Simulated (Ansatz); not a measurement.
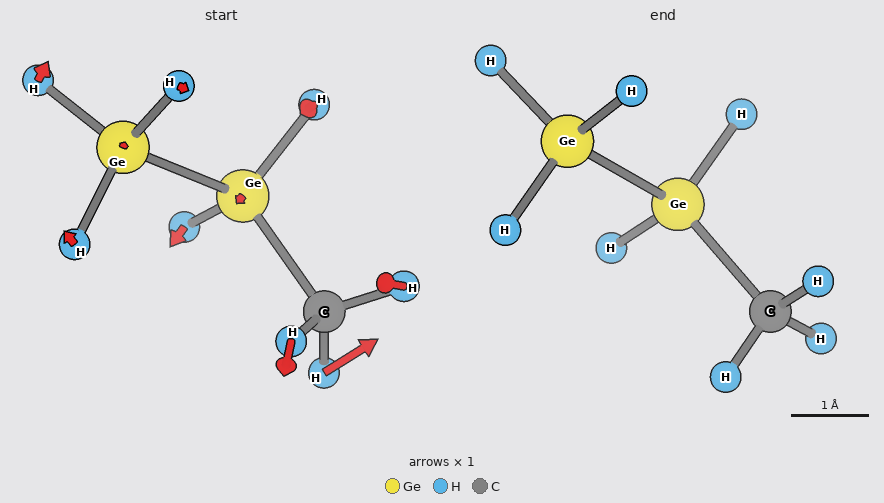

The structure of CH8Ge2 before (left) and after (right) a relaxation, at one scale. The red arrows give the displacements, at their true length.

The picture is a ball-and-stick view, seen from a free direction.

The run prepares the start of a later molecular dynamics calculation, from a guessed geometry.

The calculation used Ansatz, RKS PBE-D4/def2-SVP. Set-up: no spin polarisation; force threshold 0.02 eV/Å; at most 40 steps.

Describe what moved and what it gained.

The energy falls by 1.81 kcal/mol in 12 accepted moves (14 points after the start). The largest force component goes from 0.22 to 0.0064 eV/Å. The line search rejected the trial steps at points 4, 8 of the run. The forces were under the threshold at step 9, but the run went on from there. The atom that moves furthest after the best rigid fit is an H atom (0.85 Å). Largest moves by element: H 0.85 Å, Ge 0.15 Å, C 0.05 Å. Some distances before and after: Ge–Ge 2.400 → 2.438 Å, C–Ge 1.959 → 1.973 Å, Ge–H 1.549 → 1.556 Å. Among the angles between lasting bonds that change: Ge–Ge–H 109.5° → 111.6°. Groups turn about C–Ge by about 50°. Cost: 31 s on 2 threads of Arm Neoverse V2, on a shared host, peak memory 0.17 GiB.
